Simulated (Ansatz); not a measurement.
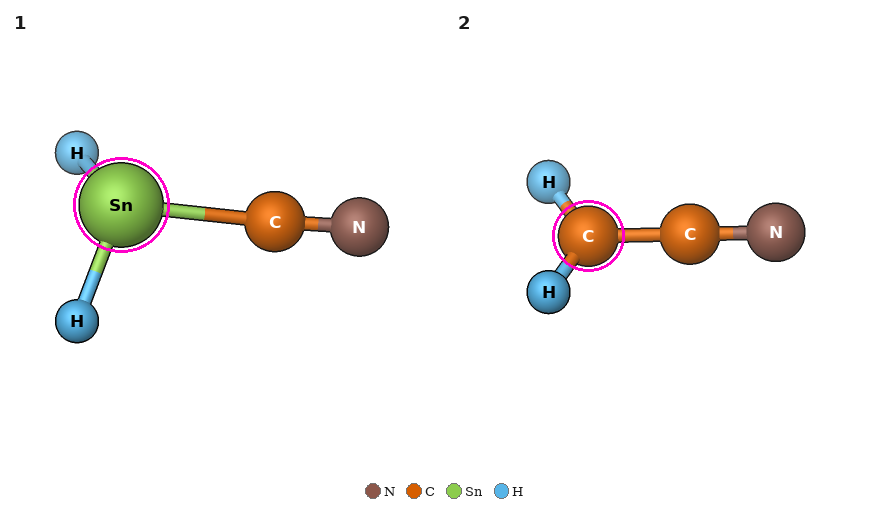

2 molecules with one skeleton, seen from the same side and at one scale; the atom that differs is circled. State: neutral, doublet. Computed geometries: PBE0-D4/def2-TZVP optimisations, one conformation each. Properties computed with Ansatz 0.2.0. Elements past Kr carry core potentials.

One atom differs, called X below: Sn in panel 1, C in panel 2. Their formulas are CH2NSn (`N#[C][SnH2]`), C2H2N (`[CH2]C#N`).

In which is the dipole moment larger (ωB97M-V/def2-TZVPP)?

Answer. In panel 1 (X = Sn).

In which is the harmonic zero-point energy higher (PBE0-D4/def2-TZVP)?

Answer. In panel 2 (X = C).

Give the values. With PBE0-D4/def2-TZVP: length of X–C (Å), mean length of X–H (Å), mean angle C–X–H (°), harmonic zero-point energy (kJ/mol). With ωB97M-V/def2-TZVPP: dipole moment (D).

```tsv
quantity	1 (Sn)	2 (C)	2 − 1
length of X–C (Å)	2.115	1.376	−0.739
mean length of X–H (Å)	1.710	1.081	−0.629
mean angle C–X–H (°)	105.7	120.0	+14.3
dipole moment (D)	4.36	3.50	−0.86
harmonic zero-point energy (kJ/mol)	52.2	81.7	+29.5
```
